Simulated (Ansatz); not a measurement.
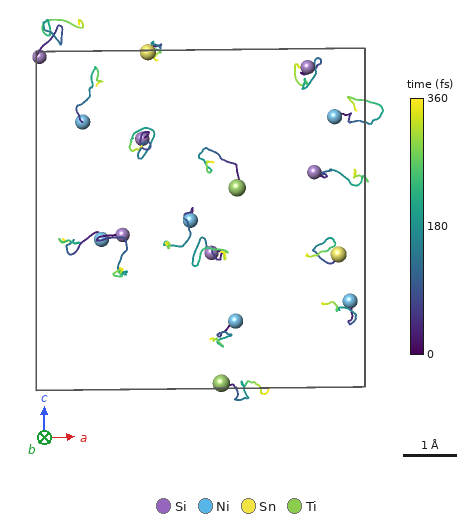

First-principles dynamics of an amorphous cell of composition TiSi3Ni3Sn (16 atoms in the cell), 360 fs long. It starts from the last geometry of an earlier run, with fresh velocities. Lines trace each atom's path, coloured by time; spheres stand at the starting positions. Seen along the b axis in the simulation cell.

Computed with DFT PBE, scalar-relativistic, plane waves, PAW (Ansatz). Run with plane-wave cutoff 420 eV; k-point mesh 1 × 1 × 1; Fermi-Dirac smearing 0.143 eV; set temperature 1660 K; time step 3 fs.

How do the atoms move?

Answer. In the second half of the run the atoms are, in the root-mean-square, this far from where they began (common drift taken out): Si 0.90 Å, Ni 0.69 Å, Ti 0.68 Å, Sn 0.38 Å. Against the typical shortest distance between atoms in the first frame, about 2.2 Å these are large excursions, but over 360 fs one can't yet tell strong vibration from the start of diffusion. 1 of the 16 free atoms end more than three quarters of that spacing from the start. Bond changes: 2 Si–Si bonds break between 66 fs and 177 fs; 2 Si–Si bonds form between 159 fs and 225 fs. The mean temperature in the second half is 1587 K (standard deviation 243 K). The potential energy in the second half lies on average 144 meV per atom below the first frame. The mean pressure there is 2.2 GPa.

Limits of the set-up: the periodic images lie only 6.2 Å apart, so the values are limited by the cell's size.
